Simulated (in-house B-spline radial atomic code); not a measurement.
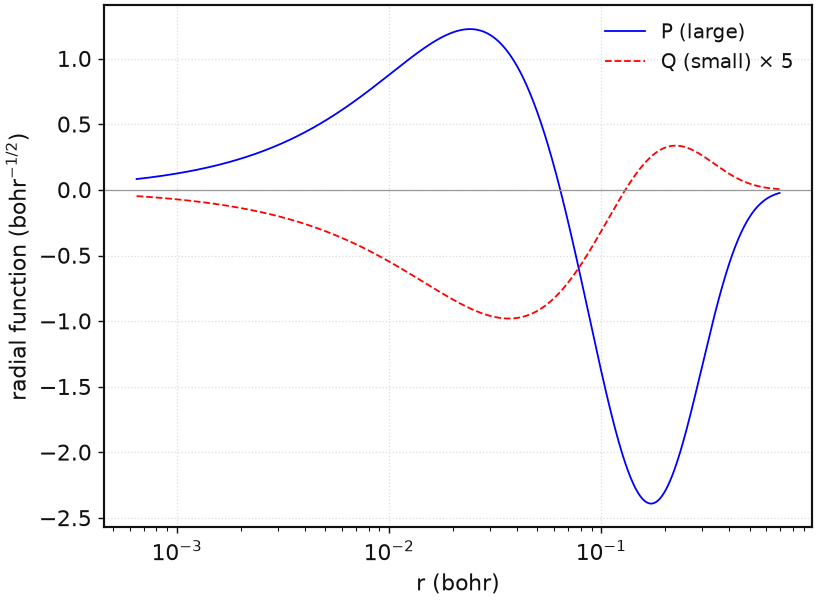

Ga²⁸⁺ (Z = 31, 3 electrons); electrons: [He] 2s1. Computed with an in-house B-spline radial code: Dirac-Hartree-Fock, average of configuration, Fermi nucleus, basis-set limit.

The plot shows the large and small radial components of one occupied spinor.

> Which spinor (n, l, j) is it?

It is 2s1/2. The spinor has κ = −1: the large component has l = 0 and 1 radial node (r = 0.0641 bohr), the small one has l = 1. The small component carries 0.29 % of the norm; ⟨r⟩ = 0.198 bohr and the eigenvalue is −2986 eV. The nodes of P give n − l − 1 and its extent picks the shell; Q has as many nodes as P for κ < 0 and one more for κ > 0.
